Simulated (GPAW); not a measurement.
Geometry relaxation of AsH3

AsH3, SMILES [AsH3], computed with vdW-DF-cx/plane waves, scalar-relativistic datasets (GPAW 26.7.0).

The geometry comes from this level: PBE0-D4/def2-TZVP.

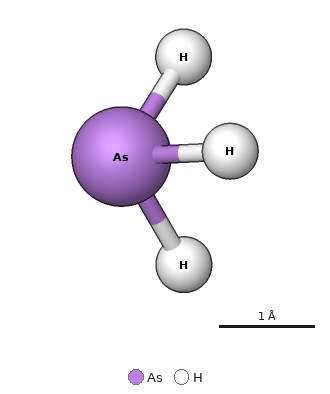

Fig. 1: The structure as given in the input (ball-and-stick view, seen at an oblique angle). Bond lengths as drawn: As–H 1.52 Å.

## Input file (AsH3.py)
```python
from ase import Atoms
from ase.io import write
from ase.optimize import FIRE2
from gpaw import GPAW, PW

# Structure
atoms = Atoms(['As', 'H', 'H', 'H'],
    positions=[[ -0.215800,   0.487600,  -0.346000],
               [  0.349900,   0.630300,   1.059400],
               [ -1.068000,  -0.705500,   0.061100],
               [  0.933900,  -0.412500,  -0.774500]])
atoms.set_cell([12.0, 12.0, 12.0])
atoms.center()

# GPAW settings
calculator = GPAW(mode=PW(340),
                  xc={'name': 'vdW-DF-cx', 'backend': 'libvdwxc'},
                  maxiter=100,
                  symmetry='off',
                  txt='AsH3.txt')
atoms.calc = calculator

opt = FIRE2(atoms, trajectory='AsH3.traj')
converged = opt.run(fmax=0.05, steps=100)
print('Converged:', converged)
print(f'Final energy            {atoms.get_potential_energy():.5f} eV')
print(f'r(H3-As0) = {atoms.get_distance(3, 0):.4f} Ang')
print(f'r(H1-As0)               {atoms.get_distance(1, 0):.4f} Ang')
write('relaxed.xyz', atoms)
```

Machine: 1 thread of AMD EPYC (Zen 5), 16 GiB of memory available, shared host.

Command:
```bash
OMP_NUM_THREADS=1 python AsH3.py
```

## What the program printed
```
Step     Time          Energy          fmax
FIRE2:    0 00:00:00       12.621388        0.705053
FIRE2:    1 00:00:07       12.614192        0.463066
FIRE2:    2 00:00:15       12.608886        0.072595
FIRE2:    3 00:00:23       12.611814        0.327413
FIRE2:    4 00:00:35       12.610050        0.210787
FIRE2:    5 00:00:42       12.609650        0.174821
FIRE2:    6 00:00:49       12.609217        0.123699
FIRE2:    7 00:00:55       12.608885        0.061903
FIRE2:    8 00:01:02       12.608762        0.005522
Converged: True
Final energy            12.60876 eV
r(H3-As0) = 1.5433 Ang
r(H1-As0)               1.5434 Ang
```

## Trajectory as extended XYZ (Å, eV, eV/Å), 9 frames, from step=0 to step=8
```
4
Properties=species:S:1:pos:R:3:forces:R:3 step=0 energy=12.62139
As    5.8513    6.5252    5.5115   -0.2389   0.5408  -0.3841
H     6.4169    6.6679    6.9169    0.1383  -0.0135   0.3269
H     4.9991    5.3321    5.9187   -0.1589  -0.2950   0.1163
H     7.0009    5.6251    5.0831    0.2594  -0.2318  -0.0593
4
Properties=species:S:1:pos:R:3:forces:R:3 step=1 energy=12.61419
As    5.8489    6.5306    5.5077   -0.1571   0.3553  -0.2520
H     6.4183    6.6678    6.9202    0.0894  -0.0127   0.2100
H     4.9975    5.3292    5.9198   -0.0985  -0.1912   0.0765
H     7.0035    5.6228    5.0825    0.1658  -0.1509  -0.0347
4
Properties=species:S:1:pos:R:3:forces:R:3 step=2 energy=12.60889
As    5.8449    6.5396    5.5013   -0.0249   0.0559  -0.0390
H     6.4206    6.6675    6.9256    0.0116  -0.0084   0.0249
H     4.9949    5.3243    5.9217   -0.0052  -0.0256   0.0120
H     7.0078    5.6190    5.0815    0.0179  -0.0210   0.0016
4
Properties=species:S:1:pos:R:3:forces:R:3 step=3 energy=12.61181
As    5.8406    6.5493    5.4945    0.1106  -0.2509   0.1789
H     6.4229    6.6668    6.9309   -0.0661   0.0015  -0.1579
H     4.9927    5.3193    5.9238    0.0822   0.1401  -0.0542
H     7.0119    5.6150    5.0809   -0.1273   0.1102   0.0326
4
Properties=species:S:1:pos:R:3:forces:R:3 step=4 energy=12.61005
As    5.8418    6.5464    5.4965    0.0712  -0.1614   0.1153
H     6.4222    6.6670    6.9293   -0.0432  -0.0016  -0.1043
H     4.9934    5.3208    5.9232    0.0568   0.0914  -0.0346
H     7.0107    5.6161    5.0811   -0.0847   0.0716   0.0237
4
Properties=species:S:1:pos:R:3:forces:R:3 step=5 energy=12.60965
As    5.8422    6.5456    5.4971    0.0589  -0.1339   0.0957
H     6.4220    6.6670    6.9288   -0.0360  -0.0023  -0.0872
H     4.9937    5.3212    5.9230    0.0484   0.0761  -0.0286
H     7.0102    5.6165    5.0813   -0.0711   0.0595   0.0206
4
Properties=species:S:1:pos:R:3:forces:R:3 step=6 energy=12.60922
As    5.8427    6.5444    5.4979    0.0416  -0.0947   0.0679
H     6.4217    6.6670    6.9280   -0.0259  -0.0031  -0.0632
H     4.9941    5.3219    5.9228    0.0364   0.0545  -0.0201
H     7.0096    5.6170    5.0814   -0.0519   0.0426   0.0160
4
Properties=species:S:1:pos:R:3:forces:R:3 step=7 energy=12.60889
As    5.8434    6.5430    5.4989    0.0206  -0.0473   0.0341
H     6.4213    6.6669    6.9271   -0.0136  -0.0038  -0.0340
H     4.9946    5.3227    5.9225    0.0217   0.0283  -0.0099
H     7.0088    5.6177    5.0817   -0.0285   0.0220   0.0103
4
Properties=species:S:1:pos:R:3:forces:R:3 step=8 energy=12.60876
As    5.8440    6.5415    5.5000   -0.0022   0.0043  -0.0026
H     6.4209    6.6669    6.9261   -0.0002  -0.0044  -0.0019
H     4.9952    5.3236    5.9222    0.0053  -0.0003   0.0012
H     7.0080    5.6184    5.0819   -0.0028  -0.0004   0.0038
```

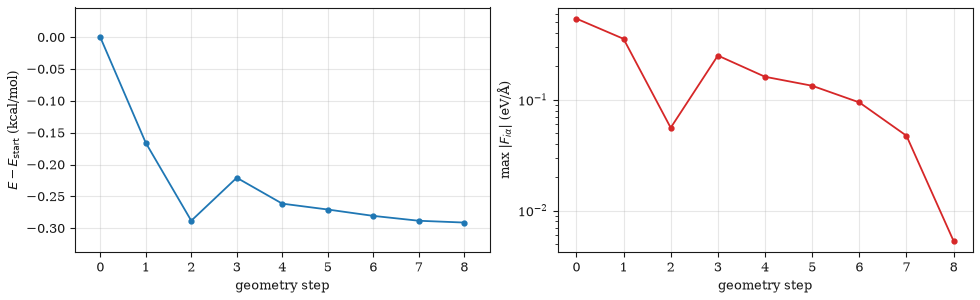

Fig. 2: Progress of the relaxation, step by step (steps are counted from 0).

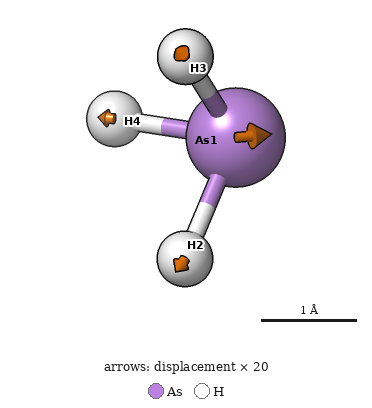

Fig. 3: The starting structure with the displacements as orange arrows, magnified 20 times (ball-and-stick view, seen at an oblique angle). The two geometries are laid on each other by the best rigid fit. The largest move after the best rigid fit is that of As1, 0.021 Å. By element the largest moves are As 0.021 Å, H 0.010 Å. Distances before and after: As1–H2 1.522 → 1.543 Å. The energy falls by 0.29 kcal/mol in 8 geometry steps. Largest force component: 0.54 eV/Å at the start, 0.0053 eV/Å at the end. (Atoms are counted from 1 in the order of the input.)

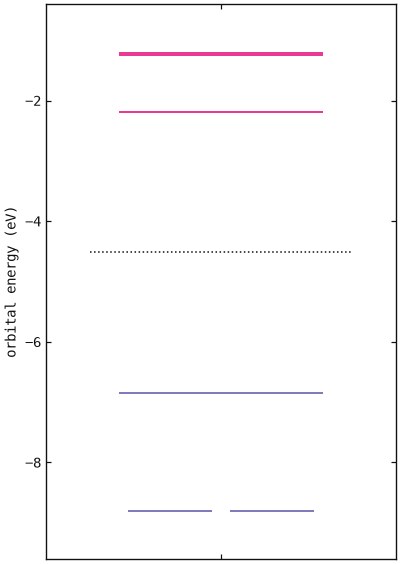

Fig. 4: Orbital energies near the frontier; the dotted line parts filled from empty levels, and levels within 0.02 eV of each other stand side by side. Highest filled −6.85 eV, lowest empty −2.19 eV, 4.66 eV apart.

## Key numbers

- outcome: converged
- energy relative to the program's reference atoms: 12.6088 eV
- largest force: 0.006 eV/Å
- HOMO: −6.85 eV
- LUMO: −2.19 eV
- dipole moment: 0.12 D
- wall time: 74 s
- peak memory: 0.66 GiB
